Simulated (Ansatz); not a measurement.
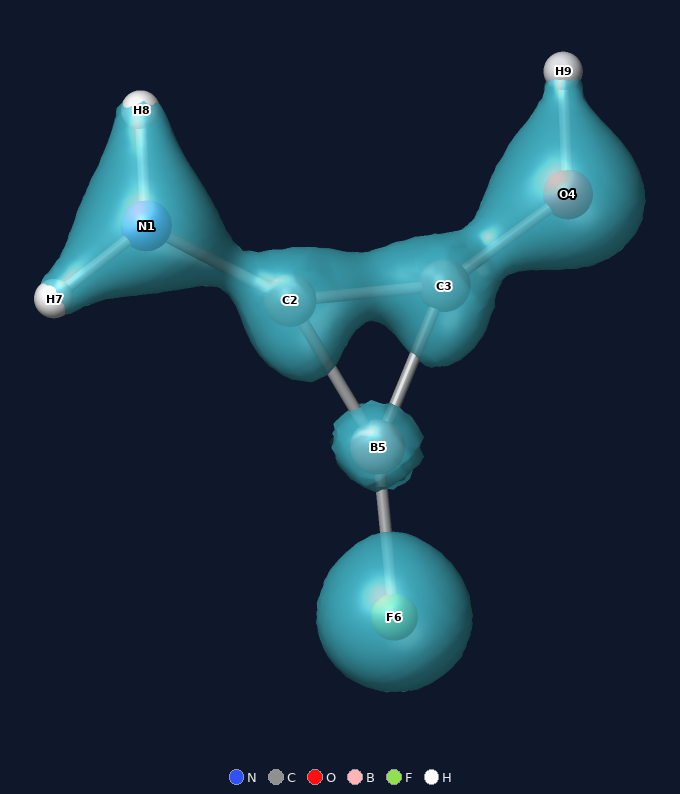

C$_{2}$H$_{3}$BFNO (SMILES NC1=C(O)B1F). Isosurface of the total electron density at 1.5 e/Å³ (cyan), seen at a tilt.

All numbers below come from SCF B3LYP, Gaussian basis in Ansatz 0.2.0.

```yaml
atoms:
  - { symbol: N, position_ang: [0.6705, -1.4236, -0.8037] }
  - { symbol: C, position_ang: [0.2120, -0.1123, -0.3197] }
  - { symbol: C, position_ang: [-0.5170, 0.6464, 0.6248] }
  - { symbol: O, position_ang: [-1.2012, 0.6972, 1.7748] }
  - { symbol: B, position_ang: [0.2319, 1.3662, -0.4622] }
  - { symbol: F, position_ang: [0.6307, 2.6063, -1.1117] }
  - { symbol: H, position_ang: [1.2438, -1.4369, -1.6667] }
  - { symbol: H, position_ang: [0.3637, -2.2332, -0.3313] }
  - { symbol: H, position_ang: [-1.5459, -0.1564, 2.2784] }
```

Which contacts does the surface bridge?

At this value the surface falls into three separate pieces. It bridges the sampled C–O (1.34 Å), C–C (1.41 Å) and C–N (1.47 Å) contacts, where the density stays above the isovalue. It is pinched off along the sampled B–F (1.46 Å) contacts. On the grid the lowest density along these lines, outside the cores, is 1.9 e/Å³ (C–O, 1.34 Å), 1.8 e/Å³ (C–C, 1.41 Å), 0.95 e/Å³ (B–F, 1.46 Å) and 1.7 e/Å³ (C–N, 1.47 Å).
